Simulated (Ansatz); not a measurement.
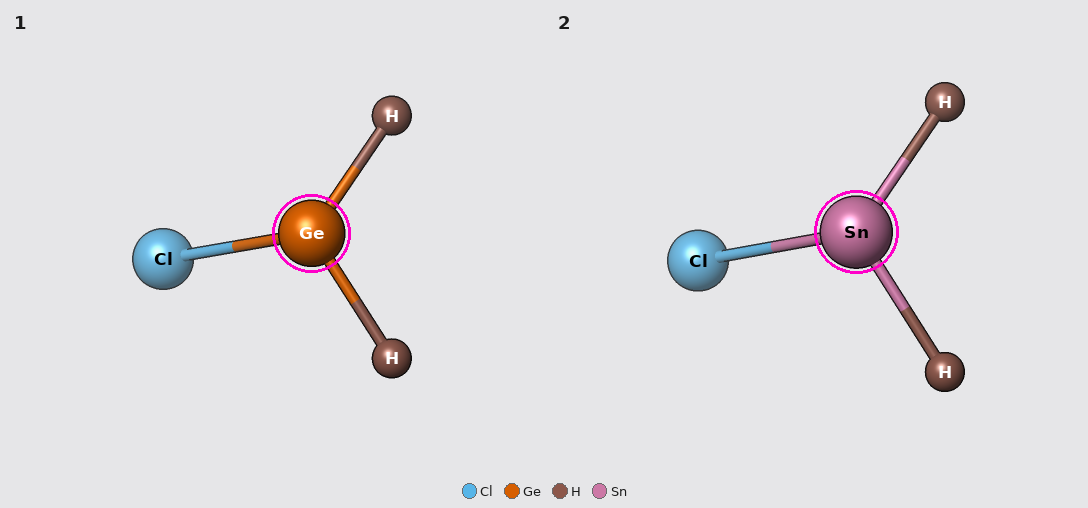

2 molecules with one skeleton, seen from the same side and at one scale; the atom that differs is circled. Each species is neutral and a spin doublet. Computed geometries: PBE0-D4/def2-TZVP optimisations, one conformation each. Properties computed with Ansatz 0.2.0. Elements past Kr carry core potentials.

One atom differs, called X below: Ge in panel 1, Sn in panel 2. Their formulas are ClGeH2 (`[Cl][GeH2]`), ClH2Sn (`[Cl][SnH2]`).

Question: In which is the harmonic zero-point energy higher (PBE0-D4/def2-TZVP)?

Answer: In panel 1 (X = Ge).

Question: In which is the length of X–Cl larger (PBE0-D4/def2-TZVP)?

Answer: In panel 2 (X = Sn).

Give the values. With PBE0-D4/def2-TZVP: length of X–Cl (Å), mean length of X–H (Å), mean angle Cl–X–H (°), dipole moment (D), harmonic zero-point energy (kJ/mol).

| quantity | 1 (Ge) | 2 (Sn) | 2 − 1 |
| --- | --- | --- | --- |
| length of X–Cl (Å) | 2.156 | 2.343 | +0.187 |
| mean length of X–H (Å) | 1.546 | 1.723 | +0.177 |
| mean angle Cl–X–H (°) | 106.8 | 105.0 | −1.8 |
| dipole moment (D) | 1.77 | 2.44 | +0.67 |
| harmonic zero-point energy (kJ/mol) | 40.0 | 34.6 | −5.4 |
